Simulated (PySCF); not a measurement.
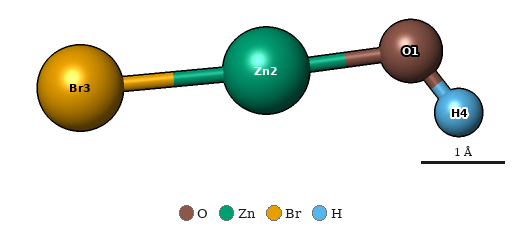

*The structure as given in the input (ball-and-stick view, seen on its broad side; atoms are numbered from 1 in the order of the input). Sticks mark near contacts.*

Bond lengths as drawn: Br–Zn 2.27 Å, H–O 0.94 Å and O–Zn 1.77 Å.

Property calculation, with input and output: ZnHBrO

ZnHBrO, computed with HCTH147/ANO-R1, RKS (PySCF 2.14.0).

The geometry was optimised with HF/Sapporo-DZP.

### Input (calc.py)
```python
# [OH][Zn][Br]
import numpy
from pyscf import gto, scf, dft, lo

mol = gto.M(
    atom=[
    ('O', (-0.953481, 0.910136, -0.354969)),
    ('Zn', (0.352240, -0.108892, 0.272408)),
    ('Br', (2.046105, -1.343435, 1.132094)),
    ('H', (-1.522934, 0.583689, -1.032423)),
],
    basis='ano-r1',
    verbose=4,
    spin=0,
    max_memory=1860,
)

mf = dft.RKS(mol)
mf.xc = 'hcth147'
mf.max_cycle = 100
mf.kernel()
if not mf.converged:
    mf = mf.newton().run(mf.mo_coeff, mf.mo_occ)

e_final = mf.e_tot
print(f'total energy: {e_final:.8f} hartree')
mf.analyze()
quad = mf.quad_moment()
occ = mf.mo_coeff[:, mf.mo_occ > 0]
iaos = lo.vec_lowdin(lo.iao.iao(mol, occ), mf.get_ovlp())
c = iaos.T @ mf.get_ovlp() @ occ
pop_iao, q_iao = scf.hf.mulliken_pop(lo.iao.reference_mol(mol), (c * mf.mo_occ[mf.mo_occ > 0]) @ c.T, numpy.eye(c.shape[0]), verbose=0)
print('IAO charges', numpy.round(q_iao, 4))
```

Hardware: 1 thread of Arm Neoverse V2, 24 GiB of memory available, shared host.

Launch command:
```bash
OMP_NUM_THREADS=1 python calc.py
```

### Output
```
PySCF version 2.14.0

[INPUT] num. atoms = 4
[INPUT] num. electrons = 74
[INPUT] charge = 0
[INPUT] spin (= nelec alpha-beta = 2S) = 0
[INPUT] symmetry False subgroup None
[INPUT] Mole.unit = angstrom
[INPUT] Symbol           X                Y                Z      unit          X                Y                Z       unit  Magmom
[INPUT]  1 O     -0.953481000000   0.910136000000  -0.354969000000 AA   -1.801817954976   1.719907776107  -0.670794192711 Bohr   0.0
[INPUT]  2 Zn     0.352240000000  -0.108892000000   0.272408000000 AA    0.665637130117  -0.205776057156   0.514776514141 Bohr   0.0
[INPUT]  3 Br     2.046105000000  -1.343435000000   1.132094000000 AA    3.866578072103  -2.538724216155   2.139347607263 Bohr   0.0
[INPUT]  4 H     -1.522934000000   0.583689000000  -1.032423000000 AA   -2.877928165788   1.103012351921  -1.950996714702 Bohr   0.0

nuclear repulsion = 368.851128811371
number of shells = 13
number of NR pGTOs = 375
number of NR cGTOs = 92
basis = ano-r1
ecp = {}

******** <class 'pyscf.dft.rks.RKS'> ********
method = RKS
initial guess = minao
damping factor = 0
level_shift factor = 0
DIIS = <class 'pyscf.scf.diis.CDIIS'>
diis_start_cycle = 1
diis_space = 8
diis_damp = 0
SCF conv_tol = 1e-09
SCF conv_tol_grad = None
SCF max_cycles = 100
direct_scf = True
direct_scf_tol = 1e-13
XC library pyscf.dft.libxc version 7.0.0
    S. Lehtola, C. Steigemann, M. J.T. Oliveira, and M. A.L. Marques.,  SoftwareX 7, 1–5 (2018)
XC functionals = hcth147
radial grids:
    Treutler-Ahlrichs [JCP 102, 346 (1995); DOI:10.1063/1.469408] (M4) radial grids

becke partition: Becke, JCP 88, 2547 (1988); DOI:10.1063/1.454033
pruning grids: <function nwchem_prune>
grids dens level: 3
symmetrized grids: False
atomic radii adjust function: <function treutler_atomic_radii_adjust>
small_rho_cutoff = 0
Set gradient conv threshold to 3.16228e-05
Initial guess from minao.
tot grids = 64960
init E= -4407.38238423818
  HOMO = -0.300725092052385  LUMO = -0.0861446350751862  gap/eV = 5.83903
cycle= 1 E= -4406.9985164531  delta_E= 0.384  |g|= 1.15  |ddm|= 2.48
  HOMO = -0.0373581578471578  LUMO = -0.00870911129608309  gap/eV = 0.77958
cycle= 2 E= -4404.54150585224  delta_E= 2.46  |g|= 3.42  |ddm|= 4.24
  HOMO = -0.188370173998892  LUMO = -0.0655878505115828  gap/eV = 3.34108
cycle= 3 E= -4407.20071251317  delta_E= -2.66  |g|= 0.37  |ddm|= 3.86
  HOMO = -0.204546563812872  LUMO = -0.0667599393876719  gap/eV = 3.74937
cycle= 4 E= -4407.21242134927  delta_E= -0.0117  |g|= 0.397  |ddm|= 0.922
  HOMO = -0.234697683636573  LUMO = -0.0752808080913265  gap/eV = 4.33795
cycle= 5 E= -4407.23778112646  delta_E= -0.0254  |g|= 0.0747  |ddm|= 0.321
  HOMO = -0.231313794068416  LUMO = -0.0708391855587784  gap/eV = 4.36674
cycle= 6 E= -4407.23864371923  delta_E= -0.000863  |g|= 0.0338  |ddm|= 0.0815
  HOMO = -0.233608809565948  LUMO = -0.0708346734394345  gap/eV = 4.42931
cycle= 7 E= -4407.23880101448  delta_E= -0.000157  |g|= 0.00524  |ddm|= 0.0268
  HOMO = -0.234360430308073  LUMO = -0.0710637229111013  gap/eV = 4.44353
cycle= 8 E= -4407.23880599393  delta_E= -4.98e-06  |g|= 0.00178  |ddm|= 0.00571
  HOMO = -0.234351223401847  LUMO = -0.0710247976863547  gap/eV = 4.44434
cycle= 9 E= -4407.23880650512  delta_E= -5.11e-07  |g|= 0.000419  |ddm|= 0.00183
  HOMO = -0.234388977425941  LUMO = -0.0710351728236382  gap/eV = 4.44508
cycle= 10 E= -4407.238806544  delta_E= -3.89e-08  |g|= 7e-05  |ddm|= 0.000505
  HOMO = -0.234380432267459  LUMO = -0.0710317103842391  gap/eV = 4.44495
cycle= 11 E= -4407.23880654516  delta_E= -1.16e-09  |g|= 1.04e-05  |ddm|= 0.000103
  HOMO = -0.234381343013798  LUMO = -0.0710322249364967  gap/eV = 4.44496
cycle= 12 E= -4407.2388065452  delta_E= -4.18e-11  |g|= 1.61e-06  |ddm|= 1.55e-05
  HOMO = -0.234381828197531  LUMO = -0.0710322460778272  gap/eV = 4.44497
```

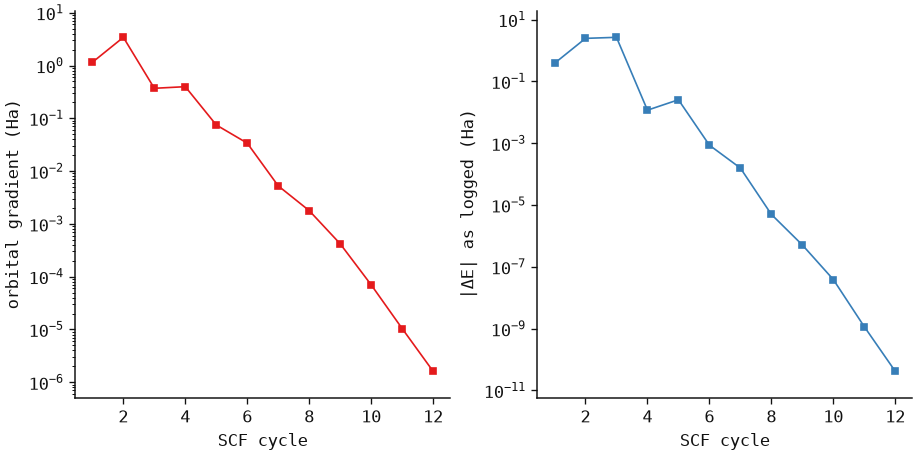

*Convergence of the self-consistent field: orbital gradient and size of the energy change against the SCF cycle.*

The residual comes down, with one marked jump up, by a factor of about 3, at step 2.

```
Extra cycle  E= -4407.2388065452  delta_E= 3.64e-12  |g|= 2.55e-06  |ddm|= 5.05e-06
converged SCF energy = -4407.2388065452
total energy: -4407.23880655 hartree
**** SCF Summaries ****
Total Energy =                       -4407.238806545197804
Nuclear Repulsion Energy =             368.851128811371439
One-electron Energy =                -6895.215730005690602
Two-electron Energy =                 2119.125794649121417
Two-electron Coulomb Energy =         2295.370899858690791
DFT Exchange-Correlation Energy =     -176.245105209569374
HOMO-LUMO gap [eV] =                     4.444968535264948
**** MO energy ****
MO #1   energy= -471.788983050726  occ= 2
MO #2   energy= -341.621239919324  occ= 2
MO #3   energy= -60.4630507250058  occ= 2
MO #4   energy= -55.3684061610865  occ= 2
MO #5   energy= -55.3654879653055  occ= 2
MO #6   energy= -55.3654594098657  occ= 2
MO #7   energy= -41.2027898828674  occ= 2
MO #8   energy= -36.6731096063732  occ= 2
MO #9   energy= -36.6726537094383  occ= 2
MO #10  energy= -36.6707884865806  occ= 2
MO #11  energy= -18.7140552685751  occ= 2
MO #12  energy= -8.17857235167341  occ= 2
MO #13  energy= -6.25699383758959  occ= 2
MO #14  energy= -6.24859688891696  occ= 2
MO #15  energy= -6.24851469939861  occ= 2
MO #16  energy= -4.5860726738981   occ= 2
MO #17  energy= -3.08790769016672  occ= 2
MO #18  energy= -3.08679776874811  occ= 2
MO #19  energy= -3.08252292675987  occ= 2
MO #20  energy= -2.48935260875481  occ= 2
MO #21  energy= -2.48715380947485  occ= 2
MO #22  energy= -2.48708499876181  occ= 2
MO #23  energy= -2.48093563196503  occ= 2
MO #24  energy= -2.48091249553883  occ= 2
MO #25  energy= -0.876390983733615 occ= 2
MO #26  energy= -0.666780431950953 occ= 2
MO #27  energy= -0.486633386067759 occ= 2
MO #28  energy= -0.45821805608605  occ= 2
MO #29  energy= -0.456866925313318 occ= 2
MO #30  energy= -0.455690045259312 occ= 2
MO #31  energy= -0.455681309935974 occ= 2
MO #32  energy= -0.386785887624073 occ= 2
MO #33  energy= -0.320230188901785 occ= 2
MO #34  energy= -0.26906609295578  occ= 2
MO #35  energy= -0.258427870223071 occ= 2
MO #36  energy= -0.253118082374367 occ= 2
MO #37  energy= -0.234381828197531 occ= 2
MO #38  energy= -0.0710322460778272 occ= 0
MO #39  energy= 0.0396402784891476 occ= 0
MO #40  energy= 0.0665527402498984 occ= 0
MO #41  energy= 0.075586012123301  occ= 0
MO #42  energy= 0.0861847484031211 occ= 0
MO #43  energy= 0.190250798809807  occ= 0
MO #44  energy= 0.312384023003803  occ= 0
MO #45  energy= 0.44568386516536   occ= 0
MO #46  energy= 0.455054569964934  occ= 0
MO #47  energy= 0.45846449009482   occ= 0
MO #48  energy= 0.471988334765957  occ= 0
MO #49  energy= 0.47199039206235   occ= 0
MO #50  energy= 0.492077154913302  occ= 0
MO #51  energy= 0.503753195597193  occ= 0
MO #52  energy= 0.543531176223941  occ= 0
MO #53  energy= 0.632191477963044  occ= 0
MO #54  energy= 0.743556094384906  occ= 0
MO #55  energy= 0.807761503881657  occ= 0
MO #56  energy= 0.949444355295283  occ= 0
MO #57  energy= 0.987777906993989  occ= 0
MO #58  energy= 1.00889804967075   occ= 0
MO #59  energy= 1.34123833826456   occ= 0
MO #60  energy= 1.72496626771857   occ= 0
MO #61  energy= 1.73184066839203   occ= 0
MO #62  energy= 1.76221663614369   occ= 0
MO #63  energy= 1.79254419456756   occ= 0
MO #64  energy= 1.94084268185222   occ= 0
MO #65  energy= 2.1000221162981    occ= 0
MO #66  energy= 2.3788931914189    occ= 0
MO #67  energy= 2.38491769042129   occ= 0
MO #68  energy= 2.62946332119503   occ= 0
MO #69  energy= 2.74139306782903   occ= 0
MO #70  energy= 3.35488021293231   occ= 0
MO #71  energy= 3.52714424495967   occ= 0
MO #72  energy= 3.53335676293154   occ= 0
MO #73  energy= 3.84266516539685   occ= 0
MO #74  energy= 5.01504772820701   occ= 0
MO #75  energy= 5.01532510651238   occ= 0
MO #76  energy= 5.02751386839479   occ= 0
MO #77  energy= 5.02752567136306   occ= 0
MO #78  energy= 5.0390674659794    occ= 0
MO #79  energy= 5.04880887158199   occ= 0
MO #80  energy= 5.15184491913841   occ= 0
MO #81  energy= 5.15200477789916   occ= 0
MO #82  energy= 5.27589756661444   occ= 0
MO #83  energy= 5.3303581188631    occ= 0
MO #84  energy= 5.33493667731171   occ= 0
MO #85  energy= 5.58120589322619   occ= 0
MO #86  energy= 6.14153699564735   occ= 0
MO #87  energy= 6.14164619472328   occ= 0
MO #88  energy= 6.14317103947328   occ= 0
MO #89  energy= 6.14319779824388   occ= 0
MO #90  energy= 6.20379569429434   occ= 0
MO #91  energy= 6.20395113450244   occ= 0
MO #92  energy= 6.36099280296348   occ= 0
 ** Mulliken pop on meta-lowdin orthogonal AOs  **
 ** Mulliken pop  **
pop of  0 O 1s            1.99997
pop of  0 O 2s            1.73132
pop of  0 O 3s            0.00824
pop of  0 O 2px           1.68264
pop of  0 O 2py           1.79984
pop of  0 O 2pz           1.71493
pop of  0 O 3px           0.00445
pop of  0 O 3py           0.00459
pop of  0 O 3pz           0.00525
pop of  0 O 3dxy          0.00238
pop of  0 O 3dyz          0.00236
pop of  0 O 3dz^2         0.00114
pop of  0 O 3dxz          0.00184
pop of  0 O 3dx2-y2       0.00132
pop of  1 Zn 1s           1.99999
pop of  1 Zn 2s           1.99980
pop of  1 Zn 3s           1.99873
pop of  1 Zn 4s           0.73326
pop of  1 Zn 5s           0.00931
pop of  1 Zn 2px          1.99990
pop of  1 Zn 2py          1.99990
pop of  1 Zn 2pz          1.99990
pop of  1 Zn 3px          1.99992
pop of  1 Zn 3py          1.99992
pop of  1 Zn 3pz          1.99992
pop of  1 Zn 4px          0.02950
pop of  1 Zn 4py          0.02300
pop of  1 Zn 4pz          0.02850
pop of  1 Zn 5px          0.01061
pop of  1 Zn 5py          0.00734
pop of  1 Zn 5pz          0.00839
pop of  1 Zn 3dxy         1.96704
pop of  1 Zn 3dyz         1.99125
pop of  1 Zn 3dz^2        1.99392
pop of  1 Zn 3dxz         1.98458
pop of  1 Zn 3dx2-y2      1.99556
pop of  1 Zn 4dxy         0.00068
pop of  1 Zn 4dyz         0.00038
pop of  1 Zn 4dz^2        0.00048
pop of  1 Zn 4dxz         0.00040
pop of  1 Zn 4dx2-y2      0.00062
pop of  1 Zn 4f-3         0.00001
pop of  1 Zn 4f-2         0.00001
pop of  1 Zn 4f-1         0.00001
pop of  1 Zn 4f+0         0.00000
pop of  1 Zn 4f+1         0.00001
pop of  1 Zn 4f+2         0.00001
pop of  1 Zn 4f+3         0.00002
pop of  2 Br 1s           2.00000
pop of  2 Br 2s           1.99991
pop of  2 Br 3s           1.99956
pop of  2 Br 4s           1.96000
pop of  2 Br 5s           0.00325
pop of  2 Br 2px          1.99998
pop of  2 Br 2py          1.99998
pop of  2 Br 2pz          1.99998
pop of  2 Br 3px          1.99963
pop of  2 Br 3py          1.99967
pop of  2 Br 3pz          1.99969
pop of  2 Br 4px          1.79111
pop of  2 Br 4py          1.88018
pop of  2 Br 4pz          1.93407
pop of  2 Br 5px          0.00101
pop of  2 Br 5py          0.00107
pop of  2 Br 5pz          0.00107
pop of  2 Br 3dxy         1.99982
pop of  2 Br 3dyz         1.99983
pop of  2 Br 3dz^2        1.99983
pop of  2 Br 3dxz         1.99983
pop of  2 Br 3dx2-y2      1.99983
pop of  2 Br 4dxy         0.00569
pop of  2 Br 4dyz         0.00235
pop of  2 Br 4dz^2        0.00221
pop of  2 Br 4dxz         0.00377
pop of  2 Br 4dx2-y2      0.00331
pop of  2 Br 5dxy         0.00007
pop of  2 Br 5dyz         0.00005
pop of  2 Br 5dz^2        0.00005
pop of  2 Br 5dxz         0.00005
pop of  2 Br 5dx2-y2      0.00005
pop of  2 Br 4f-3         0.00004
pop of  2 Br 4f-2         0.00004
pop of  2 Br 4f-1         0.00001
pop of  2 Br 4f+0         0.00002
pop of  2 Br 4f+1         0.00002
pop of  2 Br 4f+2         0.00001
pop of  2 Br 4f+3         0.00002
pop of  3 H 1s            0.64629
pop of  3 H 2s            0.01283
pop of  3 H 2px           0.00292
pop of  3 H 2py           0.00431
pop of  3 H 2pz           0.00344
 ** Mulliken atomic charges  **
charge of    0O =     -0.96027
charge of    1Zn =      1.21711
charge of    2Br =     -0.58706
charge of    3H =      0.33021
Dipole moment(X, Y, Z, Debye): -1.34379, -0.16728, -1.28276
Traceless quadrupole moment (Debye*A):

IAO charges [-1.0537  1.327  -0.6336  0.3603]
```

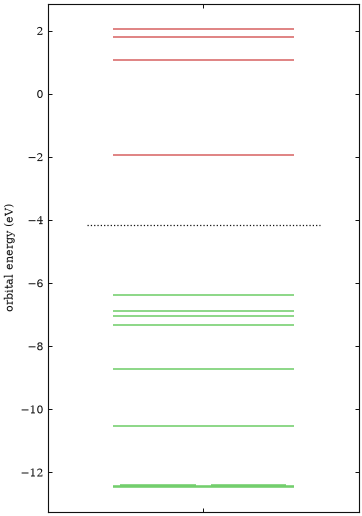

*Orbital energies near the frontier; the dotted line parts filled from empty levels, and levels within 0.02 eV of each other stand side by side.*

Highest filled −6.38 eV, lowest empty −1.93 eV, 4.45 eV apart.

### Results in brief

| quantity | value |
| --- | --- |
| outcome | converged |
| total energy | −4407.238807 hartree |
| basis functions | 92 |
| HOMO | −6.38 eV |
| LUMO | −1.93 eV |
| dipole moment | 1.87 D |
| wall time | 26 s |
| peak memory | 0.42 GiB |
